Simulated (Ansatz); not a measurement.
**Ir, response to strain**

Consider Ir in the fcc (Cu type) structure (space group Fm-3m, No. 225; a = 3.8118 Å; relaxed with 0.1 eV smearing).

Strains are applied to the cell and any free atomic positions relax.

The values are results of DFT with LDA, PAW potentials and a 420 eV plane-wave cutoff in Ansatz (a quantum-chemistry and plane-wave program), no spin-orbit coupling, not measurements.

Notes on the quantities. energy relative to the base: free energy F.

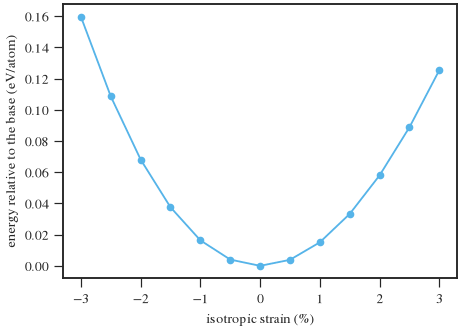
*Energy relative to the base against isotropic strain*

```tsv
isotropic strain (%)	energy relative to the base
-3	+160 meV/atom
-2.5	+109 meV/atom
-2	+68 meV/atom
-1.5	+38 meV/atom
-1	+16 meV/atom
-0.5	+4.0 meV/atom
0.5	+3.9 meV/atom
1	+15 meV/atom
1.5	+33 meV/atom
2	+58 meV/atom
2.5	+89 meV/atom
3	+125 meV/atom
```

Stability against distortions was not tested. All final runs are without spin polarisation.
